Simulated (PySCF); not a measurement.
Vertical excitations of a molecule C₂H₇AlClN from PySCF 2.14.0 with TDDFT-B3LYP/def2-SVPD, as energy in eV (oscillator strength): 5.06 (0.135), 5.17 (0.008), 5.90 (0.009), 6.45 (0.012), 6.70 (0.011), 6.80 (0.017), 7.21 (0.009), 7.34 (0.006), 7.36 (0.039), 7.40 (0.063). Lowest triplet (TDA): 4.14 eV. Geometry optimised at B3LYP-D3(BJ)/def2-SVP. Other conformers were not sampled.

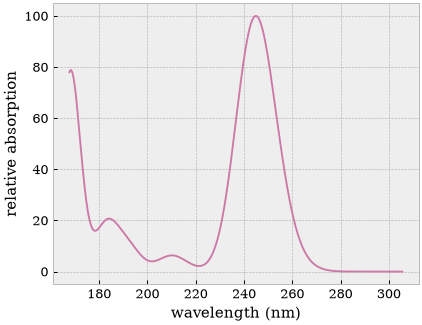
Figure: The lines broadened by 0.4 eV.

Problem. Which structure fits?
A) C[CH2][Al]([NH2])[Cl]
B) C[NH][Al]([CH3])[Cl]
C) C[N](C)[AlH][Cl]

Solution. C, C[N](C)[AlH][Cl]
